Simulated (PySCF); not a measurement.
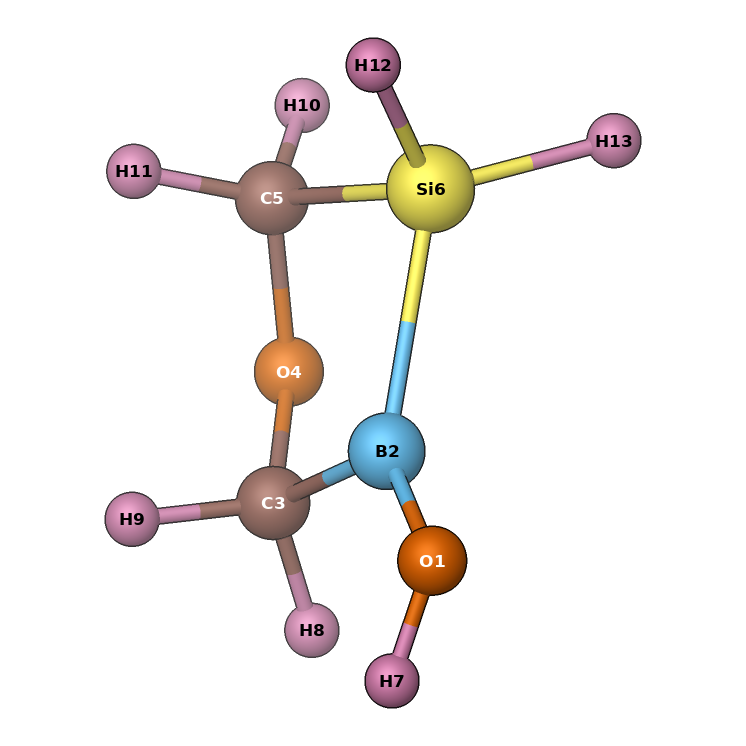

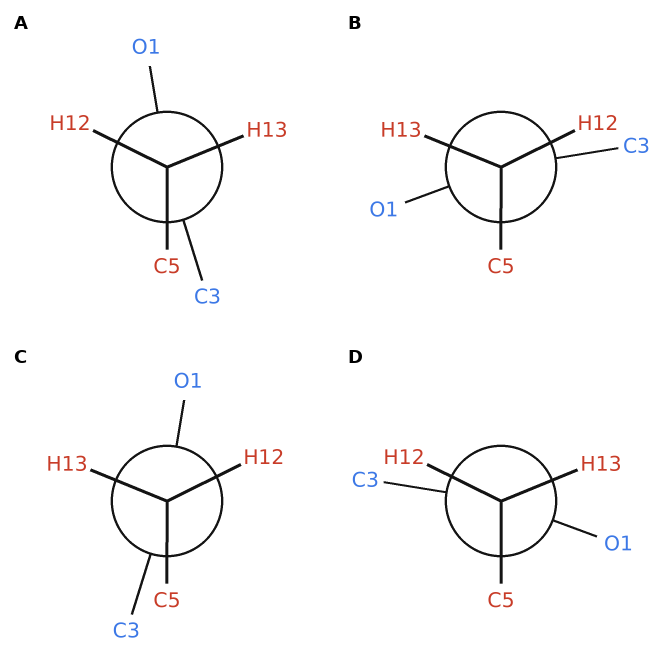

Depth is shown by fading: the farther an atom, the more it takes the colour of the background. Bonds that would overlap in a projection are set slightly apart. Computed geometry: PBE0-D3(BJ)/def2-SVP optimisation. No frequency run is at hand to confirm it as a minimum.

**Which Newman projection shows the view along Si6–B2, with Si6 in front?**

C. The torsion angle C5–Si6–B2–O1 is −170°, antiperiplanar (anti).
